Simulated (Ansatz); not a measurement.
# GeHOF3: molecular dynamics (part 5 of 5)

GeHOF3; RHF/def2-SVP (Ansatz 0.2.0). It belongs to a series of runs on one base structure; here: dynamics from the start.

Geometry of the input (Å):
```
Ge -0.0152  -0.0198  0.0270
O  -0.0271  -0.0741  1.7333
H  -0.8477  -0.1862  2.1912
F  1.5755  0.0136  -0.5156
F  -0.8066  1.3419  -0.5801
F  -0.7868  -1.3569  -0.6570
```

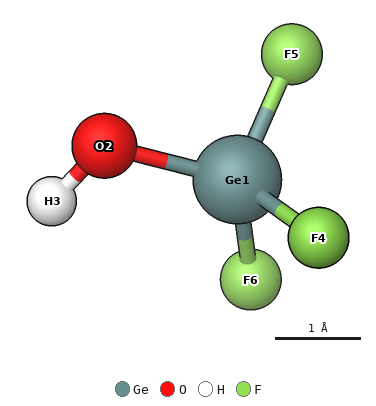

*The geometry at step 208 of the log (ball-and-stick view, seen at a tilt; atoms are numbered from 1 in the order of the input).*

Trajectory as extended XYZ, continued:
```
6
Properties=species:S:1:pos:R:3:forces:R:3 step=163 time_fs=81.5 energy=-66632.42712 temperature=267.7
Ge   -0.0003   -0.0103    0.0172   -0.9177  -1.0381   1.8169
O    -0.1140   -0.0695    1.7489    0.0985  -0.1199  -0.2962
H    -0.4475   -0.7625    2.3290    0.3066   0.5516  -1.0749
F     1.5742    0.0170   -0.5369    0.4514   0.0278  -0.1205
F    -0.7963    1.3296   -0.5765   -0.1277   0.5916  -0.2053
F    -0.8010   -1.3573   -0.6221    0.1890  -0.0131  -0.1200
6
Properties=species:S:1:pos:R:3:forces:R:3 step=165 time_fs=82.5 energy=-66632.42730 temperature=270.2
Ge   -0.0002   -0.0104    0.0167   -0.9248  -1.0110   1.9112
O    -0.1176   -0.0647    1.7512    0.1866   0.0318  -0.5146
H    -0.4449   -0.7551    2.3316    0.2323   0.3876  -0.9483
F     1.5733    0.0120   -0.5397    0.4598   0.0434  -0.1136
F    -0.7980    1.3313   -0.5713   -0.1153   0.5771  -0.2138
F    -0.7958   -1.3583   -0.6247    0.1614  -0.0290  -0.1209
6
Properties=species:S:1:pos:R:3:forces:R:3 step=167 time_fs=83.5 energy=-66632.43352 temperature=284.2
Ge   -0.0003   -0.0106    0.0165   -0.9156  -0.9550   1.9638
O    -0.1210   -0.0599    1.7532    0.4329   0.5270  -1.0252
H    -0.4401   -0.7440    2.3253   -0.0062  -0.1312  -0.5054
F     1.5727    0.0070   -0.5426    0.4505   0.0585  -0.0996
F    -0.7997    1.3333   -0.5662   -0.0942   0.5462  -0.2150
F    -0.7905   -1.3592   -0.6274    0.1327  -0.0456  -0.1187
6
Properties=species:S:1:pos:R:3:forces:R:3 step=170 time_fs=85.0 energy=-66632.43260 temperature=286.9
Ge   -0.0006   -0.0111    0.0166   -0.8708  -0.8220   1.9491
O    -0.1257   -0.0520    1.7549    0.8067   1.3178  -1.7766
H    -0.4339   -0.7318    2.3083   -0.3804  -0.9761   0.2190
F     1.5721   -0.0005   -0.5470    0.4074   0.0801  -0.0699
F    -0.8023    1.3369   -0.5587   -0.0496   0.4740  -0.2092
F    -0.7824   -1.3607   -0.6315    0.0867  -0.0738  -0.1124
6
Properties=species:S:1:pos:R:3:forces:R:3 step=172 time_fs=86.0 energy=-66632.44080 temperature=305.5
Ge   -0.0010   -0.0115    0.0170   -0.8205  -0.7056   1.8687
O    -0.1283   -0.0458    1.7548    0.7977   1.2977  -1.7658
H    -0.4337   -0.7339    2.2985   -0.3800  -1.0021   0.2581
F     1.5719   -0.0055   -0.5500    0.3630   0.0934  -0.0478
F    -0.8041    1.3396   -0.5538   -0.0139   0.4127  -0.2050
F    -0.7769   -1.3618   -0.6344    0.0536  -0.0960  -0.1082
6
Properties=species:S:1:pos:R:3:forces:R:3 step=174 time_fs=87.0 energy=-66632.45939 temperature=343.8
Ge   -0.0015   -0.0121    0.0177   -0.7551  -0.5712   1.7336
O    -0.1304   -0.0387    1.7537    0.5466   0.7245  -1.2884
H    -0.4370   -0.7454    2.2908   -0.1436  -0.4822  -0.1151
F     1.5720   -0.0104   -0.5531    0.3081   0.1058  -0.0245
F    -0.8059    1.3426   -0.5490    0.0250   0.3434  -0.2019
F    -0.7713   -1.3629   -0.6373    0.0191  -0.1202  -0.1038
6
Properties=species:S:1:pos:R:3:forces:R:3 step=176 time_fs=88.0 energy=-66632.47044 temperature=368.5
Ge   -0.0021   -0.0128    0.0186   -0.6769  -0.4223   1.5530
O    -0.1322   -0.0312    1.7517    0.2242  -0.0391  -0.6782
H    -0.4416   -0.7614    2.2819    0.1584   0.2207  -0.5803
F     1.5722   -0.0153   -0.5561    0.2428   0.1176   0.0015
F    -0.8078    1.3457   -0.5443    0.0667   0.2669  -0.1986
F    -0.7657   -1.3640   -0.6403   -0.0153  -0.1438  -0.0974
6
Properties=species:S:1:pos:R:3:forces:R:3 step=179 time_fs=89.5 energy=-66632.47652 temperature=386.1
Ge   -0.0031   -0.0139    0.0203   -0.5404  -0.1772   1.2183
O    -0.1347   -0.0201    1.7481   -0.0450  -0.7256  -0.1587
H    -0.4453   -0.7802    2.2575    0.3877   0.7995  -0.8395
F     1.5727   -0.0226   -0.5608    0.1271   0.1349   0.0494
F    -0.8104    1.3506   -0.5374    0.1341   0.1403  -0.1899
F    -0.7573   -1.3659   -0.6449   -0.0636  -0.1719  -0.0797
6
Properties=species:S:1:pos:R:3:forces:R:3 step=181 time_fs=90.5 energy=-66632.48928 temperature=414.1
Ge   -0.0039   -0.0146    0.0217   -0.4397  -0.0028   0.9618
O    -0.1364   -0.0131    1.7455    0.0002  -0.6475  -0.2018
H    -0.4434   -0.7841    2.2314    0.3100   0.6368  -0.6057
F     1.5732   -0.0274   -0.5638    0.0407   0.1465   0.0876
F    -0.8122    1.3540   -0.5328    0.1810   0.0505  -0.1808
F    -0.7517   -1.3673   -0.6480   -0.0922  -0.1834  -0.0611
6
Properties=species:S:1:pos:R:3:forces:R:3 step=183 time_fs=91.5 energy=-66632.49984 temperature=438.0
Ge   -0.0047   -0.0154    0.0232   -0.3336   0.1764   0.6809
O    -0.1381   -0.0064    1.7428    0.1918  -0.1866  -0.4674
H    -0.4387   -0.7822    2.1995    0.0814   0.0813  -0.1344
F     1.5737   -0.0322   -0.5669   -0.0495   0.1582   0.1290
F    -0.8138    1.3575   -0.5283    0.2277  -0.0407  -0.1709
F    -0.7461   -1.3688   -0.6512   -0.1178  -0.1887  -0.0372
6
Properties=species:S:1:pos:R:3:forces:R:3 step=185 time_fs=92.5 energy=-66632.49489 temperature=432.9
Ge   -0.0056   -0.0161    0.0248   -0.2243   0.3549   0.3760
O    -0.1396    0.0001    1.7398    0.4103   0.3763  -0.7377
H    -0.4331   -0.7795    2.1662   -0.1777  -0.5828   0.3633
F     1.5741   -0.0369   -0.5699   -0.1395   0.1698   0.1708
F    -0.8153    1.3609   -0.5239    0.2720  -0.1295  -0.1629
F    -0.7406   -1.3704   -0.6544   -0.1408  -0.1886  -0.0095
6
Properties=species:S:1:pos:R:3:forces:R:3 step=188 time_fs=94.0 energy=-66632.47877 temperature=407.9
Ge   -0.0071   -0.0172    0.0273   -0.0612   0.6042  -0.1180
O    -0.1415    0.0105    1.7344    0.4253   0.4331  -0.6074
H    -0.4282   -0.7866    2.1231   -0.2566  -0.7914   0.6216
F     1.5747   -0.0438   -0.5742   -0.2656   0.1864   0.2289
F    -0.8173    1.3660   -0.5175    0.3296  -0.2513  -0.1601
F    -0.7324   -1.3729   -0.6592   -0.1715  -0.1811   0.0350
6
Properties=species:S:1:pos:R:3:forces:R:3 step=190 time_fs=95.0 energy=-66632.47080 temperature=395.7
Ge   -0.0080   -0.0177    0.0290    0.0415   0.7466  -0.4576
O    -0.1425    0.0178    1.7303    0.1757  -0.2571  -0.1343
H    -0.4278   -0.8006    2.1013   -0.0478  -0.1938   0.4288
F     1.5749   -0.0483   -0.5770   -0.3403   0.1972   0.2631
F    -0.8185    1.3693   -0.5132    0.3608  -0.3218  -0.1650
F    -0.7270   -1.3748   -0.6625   -0.1898  -0.1712   0.0650
6
Properties=species:S:1:pos:R:3:forces:R:3 step=192 time_fs=96.0 energy=-66632.45068 temperature=360.5
Ge   -0.0090   -0.0182    0.0306    0.1352   0.8639  -0.7903
O    -0.1433    0.0250    1.7261   -0.1133  -1.0969   0.3859
H    -0.4280   -0.8164    2.0835    0.2036   0.5639   0.1876
F     1.5749   -0.0528   -0.5797   -0.4064   0.2086   0.2947
F    -0.8195    1.3724   -0.5090    0.3865  -0.3833  -0.1733
F    -0.7216   -1.3767   -0.6657   -0.2057  -0.1562   0.0954
6
Properties=species:S:1:pos:R:3:forces:R:3 step=194 time_fs=97.0 energy=-66632.42237 temperature=309.4
Ge   -0.0099   -0.0186    0.0321    0.2175   0.9551  -1.1044
O    -0.1443    0.0315    1.7221   -0.2945  -1.6544   0.7536
H    -0.4262   -0.8270    2.0676    0.3516   1.0489   0.0818
F     1.5747   -0.0571   -0.5822   -0.4634   0.2210   0.3246
F    -0.8202    1.3753   -0.5049    0.4074  -0.4359  -0.1826
F    -0.7164   -1.3787   -0.6689   -0.2187  -0.1347   0.1271
6
Properties=species:S:1:pos:R:3:forces:R:3 step=196 time_fs=98.0 energy=-66632.40180 temperature=272.4
Ge   -0.0108   -0.0189    0.0335    0.2871   1.0206  -1.3908
O    -0.1454    0.0371    1.7185   -0.3099  -1.7238   0.8964
H    -0.4211   -0.8280    2.0524    0.3382   1.0540   0.1727
F     1.5743   -0.0614   -0.5846   -0.5106   0.2350   0.3531
F    -0.8208    1.3780   -0.5009    0.4240  -0.4795  -0.1917
F    -0.7112   -1.3808   -0.6720   -0.2289  -0.1063   0.1603
6
Properties=species:S:1:pos:R:3:forces:R:3 step=199 time_fs=99.5 energy=-66632.38401 temperature=241.0
Ge   -0.0122   -0.0190    0.0352    0.3636   1.0675  -1.7500
O    -0.1473    0.0436    1.7142   -0.0610  -0.9445   0.7378
H    -0.4080   -0.8122    2.0336    0.0568   0.1972   0.6148
F     1.5732   -0.0676   -0.5878   -0.5597   0.2588   0.3912
F    -0.8213    1.3816   -0.4950    0.4401  -0.5262  -0.2052
F    -0.7036   -1.3841   -0.6766   -0.2397  -0.0527   0.2114
6
Properties=species:S:1:pos:R:3:forces:R:3 step=201 time_fs=100.5 energy=-66632.36586 temperature=208.5
Ge   -0.0130   -0.0189    0.0360    0.3934   1.0574  -1.9298
O    -0.1487    0.0473    1.7118    0.1547  -0.2117   0.5436
H    -0.3981   -0.7980    2.0277   -0.1711  -0.5662   0.9482
F     1.5721   -0.0716   -0.5897   -0.5754   0.2761   0.4109
F    -0.8213    1.3837   -0.4911    0.4438  -0.5429  -0.2160
F    -0.6987   -1.3863   -0.6795   -0.2454  -0.0127   0.2431
6
Properties=species:S:1:pos:R:3:forces:R:3 step=203 time_fs=101.5 energy=-66632.35295 temperature=185.9
Ge   -0.0138   -0.0187    0.0367    0.4051   1.0085  -2.0532
O    -0.1500    0.0508    1.7098    0.2412   0.1253   0.5010
H    -0.3897   -0.7889    2.0308   -0.2602  -0.9092   1.0888
F     1.5707   -0.0755   -0.5914   -0.5754   0.2941   0.4236
F    -0.8211    1.3856   -0.4874    0.4406  -0.5463  -0.2305
F    -0.6938   -1.3886   -0.6823   -0.2513   0.0276   0.2703
6
Properties=species:S:1:pos:R:3:forces:R:3 step=205 time_fs=102.5 energy=-66632.35790 temperature=196.8
Ge   -0.0145   -0.0184    0.0370    0.3994   0.9208  -2.1158
O    -0.1512    0.0543    1.7080    0.1325  -0.2133   0.7314
H    -0.3836   -0.7880    2.0441   -0.1449  -0.5505   0.9140
F     1.5690   -0.0793   -0.5929   -0.5587   0.3123   0.4282
F    -0.8207    1.3871   -0.4837    0.4300  -0.5358  -0.2494
F    -0.6891   -1.3908   -0.6850   -0.2583   0.0664   0.2915
6
Properties=species:S:1:pos:R:3:forces:R:3 step=208 time_fs=104.0 energy=-66632.36778 temperature=218.8
Ge   -0.0155   -0.0176    0.0370    0.3628   0.7317  -2.0919
O    -0.1529    0.0593    1.7064   -0.1727  -1.3058   1.3464
H    -0.3763   -0.7939    2.0793    0.1833   0.6086   0.2936
F     1.5659   -0.0846   -0.5948   -0.5043   0.3401   0.4215
F    -0.8197    1.3890   -0.4785    0.4015  -0.4964  -0.2837
F    -0.6822   -1.3941   -0.6888   -0.2707   0.1218   0.3142
6
Properties=species:S:1:pos:R:3:forces:R:3 step=210 time_fs=105.0 energy=-66632.36760 temperature=221.2
Ge   -0.0161   -0.0169    0.0366    0.3228   0.5817  -1.9959
O    -0.1541    0.0617    1.7062   -0.2818  -1.7395   1.6247
H    -0.3696   -0.7922    2.1073    0.3137   1.0983  -0.0574
F     1.5635   -0.0880   -0.5958   -0.4508   0.3590   0.4104
F    -0.8187    1.3899   -0.4751    0.3758  -0.4573  -0.3072
F    -0.6778   -1.3963   -0.6911   -0.2799   0.1578   0.3253
6
Properties=species:S:1:pos:R:3:forces:R:3 step=212 time_fs=106.0 energy=-66632.37711 temperature=241.8
Ge   -0.0167   -0.0162    0.0360    0.2722   0.4220  -1.8352
O    -0.1555    0.0632    1.7070   -0.2566  -1.6724   1.6241
H    -0.3601   -0.7804    2.1351    0.3133   1.0892  -0.1906
F     1.5608   -0.0912   -0.5966   -0.3854   0.3782   0.3959
F    -0.8176    1.3906   -0.4719    0.3462  -0.4103  -0.3288
F    -0.6734   -1.3984   -0.6933   -0.2896   0.1934   0.3346
6
Properties=species:S:1:pos:R:3:forces:R:3 step=214 time_fs=107.0 energy=-66632.39582 temperature=280.1
Ge   -0.0172   -0.0154    0.0351    0.2120   0.2561  -1.6123
O    -0.1571    0.0636    1.7087   -0.1139  -1.1132   1.2951
H    -0.3475   -0.7583    2.1614    0.1984   0.5887  -0.0551
F     1.5580   -0.0943   -0.5972   -0.3094   0.3975   0.3784
F    -0.8162    1.3911   -0.4689    0.3130  -0.3570  -0.3479
F    -0.6692   -1.4004   -0.6954   -0.3001   0.2280   0.3418
6
Properties=species:S:1:pos:R:3:forces:R:3 step=217 time_fs=108.5 energy=-66632.40629 temperature=305.0
Ge   -0.0179   -0.0142    0.0334    0.1087  -0.0027  -1.1813
O    -0.1595    0.0632    1.7127    0.1673   0.1301   0.3979
H    -0.3255   -0.7170    2.2012   -0.0372  -0.5609   0.4660
F     1.5534   -0.0985   -0.5977   -0.1764   0.4250   0.3452
F    -0.8139    1.3916   -0.4646    0.2561  -0.2656  -0.3744
F    -0.6632   -1.4032   -0.6981   -0.3185   0.2741   0.3468
6
Properties=species:S:1:pos:R:3:forces:R:3 step=219 time_fs=109.5 energy=-66632.40314 temperature=302.5
Ge   -0.0184   -0.0134    0.0321    0.0365  -0.1792  -0.8539
O    -0.1610    0.0629    1.7158    0.2469   0.5593  -0.0342
H    -0.3108   -0.6943    2.2327   -0.0869  -0.9226   0.6216
F     1.5502   -0.1010   -0.5978   -0.0754   0.4413   0.3162
F    -0.8122    1.3917   -0.4619    0.2125  -0.1966  -0.3944
F    -0.6593   -1.4049   -0.6997   -0.3336   0.2979   0.3447
6
Properties=species:S:1:pos:R:3:forces:R:3 step=221 time_fs=110.5 energy=-66632.40560 temperature=309.9
Ge   -0.0189   -0.0125    0.0306   -0.0336  -0.3529  -0.5157
O    -0.1624    0.0629    1.7189    0.1925   0.3348  -0.0103
H    -0.2968   -0.6798    2.2700   -0.0059  -0.6298   0.3248
F     1.5469   -0.1034   -0.5978    0.0342   0.4551   0.2811
F    -0.8104    1.3917   -0.4595    0.1642  -0.1216  -0.4181
F    -0.6556   -1.4064   -0.7012   -0.3514   0.3144   0.3382
6
Properties=species:S:1:pos:R:3:forces:R:3 step=223 time_fs=111.5 energy=-66632.40111 temperature=304.1
Ge   -0.0194   -0.0118    0.0291   -0.0988  -0.5169  -0.1775
O    -0.1637    0.0631    1.7220    0.0860  -0.2558   0.3465
H    -0.2827   -0.6711    2.3104    0.1223   0.0249  -0.2945
F     1.5437   -0.1055   -0.5976    0.1493   0.4666   0.2414
F    -0.8085    1.3916   -0.4572    0.1127  -0.0429  -0.4444
F    -0.6520   -1.4078   -0.7025   -0.3714   0.3241   0.3285
6
Properties=species:S:1:pos:R:3:forces:R:3 step=225 time_fs=112.5 energy=-66632.38123 temperature=269.2
Ge   -0.0199   -0.0111    0.0275   -0.1584  -0.6643   0.1576
O    -0.1650    0.0632    1.7254    0.0200  -0.7354   0.6681
H    -0.2675   -0.6622    2.3482    0.2052   0.5597  -0.8733
F     1.5405   -0.1074   -0.5973    0.2658   0.4760   0.2003
F    -0.8065    1.3915   -0.4552    0.0604   0.0355  -0.4702
F    -0.6486   -1.4091   -0.7036   -0.3930   0.3284   0.3174
6
Properties=species:S:1:pos:R:3:forces:R:3 step=228 time_fs=114.0 energy=-66632.35577 temperature=224.0
Ge   -0.0207   -0.0102    0.0252   -0.2367  -0.8446   0.6517
O    -0.1668    0.0624    1.7312    0.0468  -0.7089   0.4992
H    -0.2408   -0.6386    2.3891    0.1970   0.5945  -1.0941
F     1.5359   -0.1098   -0.5967    0.4339   0.4872   0.1426
F    -0.8034    1.3915   -0.4526   -0.0142   0.1439  -0.5010
F    -0.6439   -1.4106   -0.7050   -0.4267   0.3279   0.3016
6
Properties=species:S:1:pos:R:3:forces:R:3 step=230 time_fs=115.0 energy=-66632.34905 temperature=212.7
Ge   -0.0213   -0.0097    0.0237   -0.2798  -0.9354   0.9663
O    -0.1680    0.0613    1.7354    0.1075  -0.1776  -0.1514
H    -0.2204   -0.6156    2.4037    0.1445   0.0908  -0.7015
F     1.5331   -0.1111   -0.5962    0.5367   0.4929   0.1089
F    -0.8014    1.3915   -0.4511   -0.0592   0.2060  -0.5145
F    -0.6410   -1.4115   -0.7057   -0.4497   0.3234   0.2923
6
Properties=species:S:1:pos:R:3:forces:R:3 step=232 time_fs=116.0 energy=-66632.33363 temperature=185.0
Ge   -0.0219   -0.0094    0.0224   -0.3129  -1.0034   1.2535
O    -0.1692    0.0602    1.7396    0.1452   0.5490  -1.0505
H    -0.1986   -0.5918    2.4118    0.1109  -0.6159  -0.0409
F     1.5306   -0.1122   -0.5956    0.6298   0.4969   0.0789
F    -0.7994    1.3916   -0.4500   -0.1000   0.2587  -0.5236
F    -0.6383   -1.4121   -0.7063   -0.4731   0.3146   0.2827
6
Properties=species:S:1:pos:R:3:forces:R:3 step=234 time_fs=117.0 energy=-66632.31068 temperature=143.2
Ge   -0.0226   -0.0091    0.0212   -0.3330  -1.0501   1.4961
O    -0.1703    0.0594    1.7432    0.1267   1.0652  -1.7509
H    -0.1756   -0.5736    2.4194    0.1278  -1.1166   0.4641
F     1.5284   -0.1130   -0.5950    0.7124   0.4990   0.0510
F    -0.7974    1.3919   -0.4490   -0.1366   0.3028  -0.5311
F    -0.6358   -1.4127   -0.7068   -0.4972   0.2997   0.2709
6
Properties=species:S:1:pos:R:3:forces:R:3 step=237 time_fs=118.5 energy=-66632.30136 temperature=126.7
Ge   -0.0237   -0.0091    0.0198   -0.3344  -1.0813   1.7506
O    -0.1717    0.0593    1.7467    0.0671   0.7747  -1.5768
H    -0.1383   -0.5657    2.4387    0.1725  -0.8079   0.1115
F     1.5257   -0.1138   -0.5940    0.8134   0.4980   0.0121
F    -0.7945    1.3926   -0.4481   -0.1837   0.3527  -0.5436
F    -0.6326   -1.4132   -0.7072   -0.5349   0.2638   0.2462
6
Properties=species:S:1:pos:R:3:forces:R:3 step=239 time_fs=119.5 energy=-66632.29977 temperature=124.8
Ge   -0.0245   -0.0092    0.0191   -0.3168  -1.0741   1.8477
O    -0.1727    0.0598    1.7478    0.0867   0.1345  -0.8952
H    -0.1114   -0.5706    2.4535    0.1365  -0.1603  -0.6184
F     1.5244   -0.1140   -0.5933    0.8614   0.4951  -0.0093
F    -0.7927    1.3933   -0.4479   -0.2079   0.3725  -0.5510
F    -0.6308   -1.4134   -0.7074   -0.5599   0.2324   0.2261
6
Properties=species:S:1:pos:R:3:forces:R:3 step=241 time_fs=120.5 energy=-66632.29130 temperature=110.3
Ge   -0.0253   -0.0095    0.0187   -0.2870  -1.0412   1.8968
O    -0.1736    0.0605    1.7483    0.1450  -0.3843  -0.3307
H    -0.0829   -0.5772    2.4627    0.0600   0.3585  -1.1948
F     1.5236   -0.1139   -0.5927    0.8898   0.4910  -0.0232
F    -0.7910    1.3942   -0.4479   -0.2242   0.3778  -0.5539
F    -0.6292   -1.4134   -0.7074   -0.5836   0.1982   0.2058
6
Properties=species:S:1:pos:R:3:forces:R:3 step=243 time_fs=121.5 energy=-66632.29251 temperature=114.1
Ge   -0.0262   -0.0099    0.0186   -0.2476  -0.9804   1.9053
O    -0.1744    0.0609    1.7487    0.1854  -0.5520  -0.1744
H    -0.0538   -0.5806    2.4607    0.0026   0.5165  -1.3411
F     1.5232   -0.1136   -0.5920    0.8962   0.4860  -0.0275
F    -0.7894    1.3953   -0.4482   -0.2315   0.3663  -0.5498
F    -0.6279   -1.4134   -0.7073   -0.6051   0.1634   0.1875
6
Properties=species:S:1:pos:R:3:forces:R:3 step=246 time_fs=123.0 energy=-66632.32295 temperature=174.5
Ge   -0.0275   -0.0108    0.0188   -0.1747  -0.8372   1.8430
O    -0.1754    0.0610    1.7489    0.0922  -0.0851  -0.7594
H    -0.0096   -0.5775    2.4348    0.0761   0.0153  -0.7041
F     1.5234   -0.1127   -0.5910    0.8640   0.4768  -0.0145
F    -0.7872    1.3973   -0.4492   -0.2258   0.3172  -0.5299
F    -0.6266   -1.4131   -0.7070   -0.6319   0.1129   0.1649
6
Properties=species:S:1:pos:R:3:forces:R:3 step=248 time_fs=124.0 energy=-66632.33958 temperature=208.9
Ge   -0.0285   -0.0116    0.0193   -0.1184  -0.7112   1.7424
O    -0.1760    0.0610    1.7486   -0.0857   0.4782  -1.3877
H     0.0209   -0.5744    2.4081    0.2454  -0.5827  -0.0005
F     1.5241   -0.1117   -0.5904    0.8172   0.4688   0.0049
F    -0.7859    1.3988   -0.4502   -0.2128   0.2669  -0.5109
F    -0.6261   -1.4129   -0.7067   -0.6457   0.0801   0.1519
6
Properties=species:S:1:pos:R:3:forces:R:3 step=250 time_fs=125.0 energy=-66632.35182 temperature=235.7
Ge   -0.0295   -0.0124    0.0200   -0.0570  -0.5666   1.5858
O    -0.1767    0.0612    1.7474   -0.2356   0.7991  -1.6980
H     0.0539   -0.5768    2.3810    0.3897  -0.9451   0.4353
F     1.5253   -0.1105   -0.5897    0.7539   0.4587   0.0302
F    -0.7846    1.4005   -0.4515   -0.1948   0.2070  -0.4918
F    -0.6259   -1.4127   -0.7063   -0.6562   0.0469   0.1385
```

Summary:

```tsv
quantity	value
outcome	finished
mean temperature over the second half	273 K
trajectory	250 steps, 125 fs
ensemble	nvt_nose_hoover
temperature in the input	400.0 K
time step	0.5 fs
potential energy (last step)	−66632.3518 eV
mean-field energy (last step)	−66632.3518 eV
largest force (length of the vector) (last step)	1.891 eV/Å
wall time	2.7 min (CPU time 5.1 min)
peak memory	0.21 GiB
```

Notes:

So short a trajectory is not equilibrated. The temperature stays far from the 400 K of the thermostat over the second half: the run isn't equilibrated.
